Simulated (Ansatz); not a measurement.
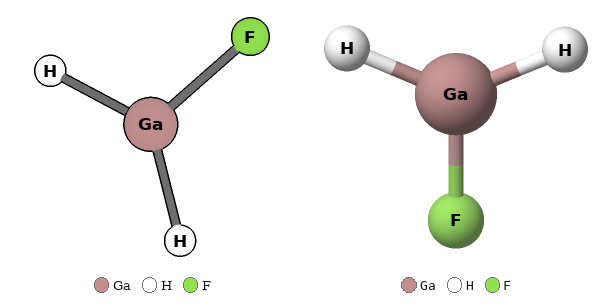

The same structure drawn twice, from different directions.

The geometry was computed by an optimisation with PBE0-D4/def2-TZVP.

Which formula does it have?

FGaH₂, 4 atoms: 1 fluorine, 1 gallium and 2 hydrogen.

How many atoms are distinct by symmetry?

3: 1 Ga, 2 H, 1 F.

What is the point group of this geometry?

C2v.

How many bonds of each kind are drawn?

2 Ga–H, 1 F–Ga. Sticks follow a distance rule.

More results for the same structure follow; atom numbers are the same in all pictures, views and colours differ.

### Geometry

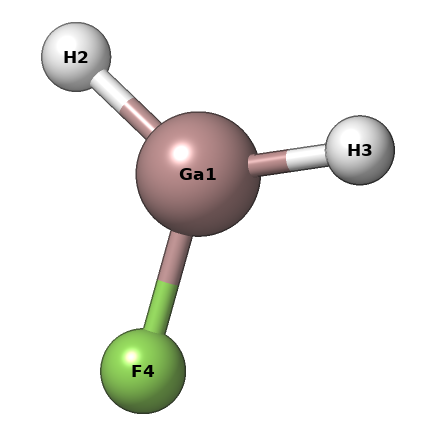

List the bonds and their lengths.

```
  bond  length (Å)
Ga1–H2       1.555
Ga1–H3       1.555
Ga1–F4       1.759
```

### Electronic properties

Level of theory: RKS PBE0-D4/def2-TZVPP (Ansatz 0.2.0).

Give the HOMO energy (Kohn–Sham orbital) at this level.

−8.97 eV.

Estimate the LUMO energy (Kohn–Sham orbital).

−1.63 eV.

### Dipole moment

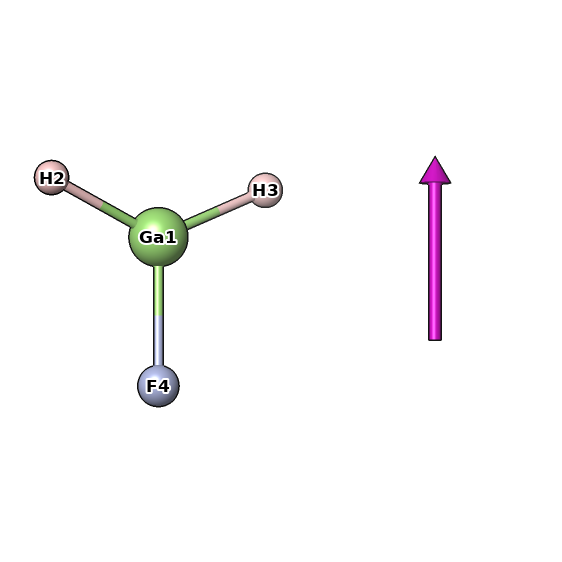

The arrow beside the molecule shows the direction of the dipole moment, from the negative to the positive end (its length means nothing). Method: RKS PBE0-D4/def2-TZVP (Ansatz 0.2.0).

How large is the dipole moment?

2.23 D; it points from the side of F4 to the side of H2, H3 (the outermost atoms at the two ends).

### Charges

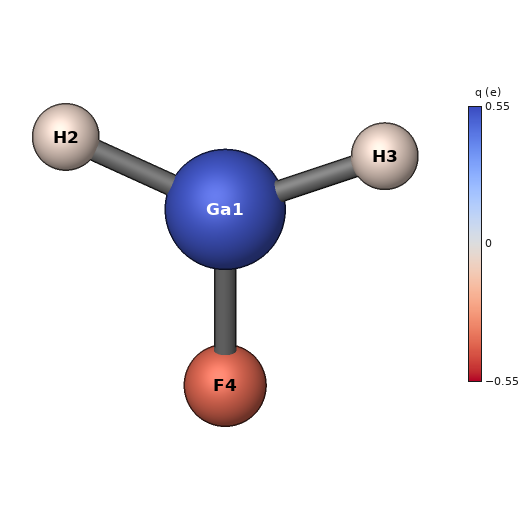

Atoms are coloured by their Mulliken charges. Method: RKS PBE0-D4/def2-TZVP (Ansatz 0.2.0).

List the Mulliken charges.

```csv
atom,value (e)
Ga1,0.52
H2,−0.06
H3,−0.06
F4,−0.39
```

Mulliken values depend strongly on the basis set and can even reverse the polarity of a bond.
